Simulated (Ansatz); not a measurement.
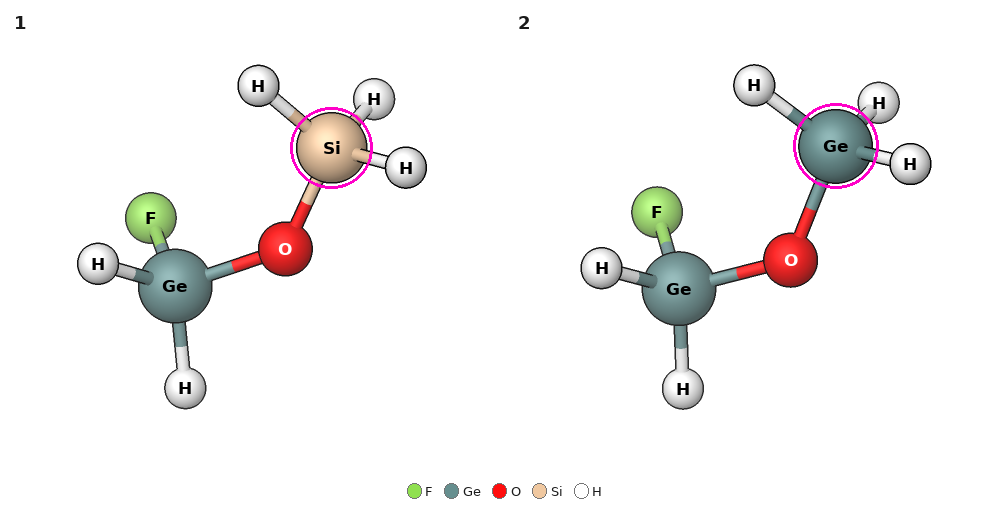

2 molecules with one skeleton, seen from the same side and at one scale; the atom that differs is circled. Charge 0, singlet. Computed geometries: PBE0-D4/def2-TZVP optimisations, one conformation each. Properties computed with Ansatz 0.2.0.

One atom differs, called X below: Si in panel 1, Ge in panel 2. Their formulas are FGeH5OSi (`[F][GeH2][O][SiH3]`), FGe2H5O (`[F][GeH2][O][GeH3]`).

Question: In which is the length of X–O larger (PBE0-D4/def2-TZVP)?

Answer: In panel 2 (X = Ge).

Question: In which is the dipole moment larger (PBE-D4/def2-TZVPP)?

Answer: In panel 1 (X = Si).

Give the values. With PBE0-D4/def2-TZVP: mean length of X–H (Å), length of X–O (Å), mean angle O–X–H (°). With PBE0-D4/def2-TZVPP: HOMO energy (Kohn–Sham orbital) (eV), HOMO–LUMO gap (eV). With PBE-D4/def2-TZVPP: dipole moment (D).

| quantity | 1 (Si) | 2 (Ge) | 2 − 1 |
| --- | --- | --- | --- |
| mean length of X–H (Å) | 1.486 | 1.536 | +0.050 |
| length of X–O (Å) | 1.642 | 1.784 | +0.142 |
| mean angle O–X–H (°) | 109.6 | 107.5 | −2.1 |
| HOMO energy (Kohn–Sham orbital) (eV) | −8.86 | −8.63 | +0.23 |
| HOMO–LUMO gap (eV) | 8.72 | 8.45 | −0.27 |
| dipole moment (D) | 1.73 | 1.45 | −0.28 |
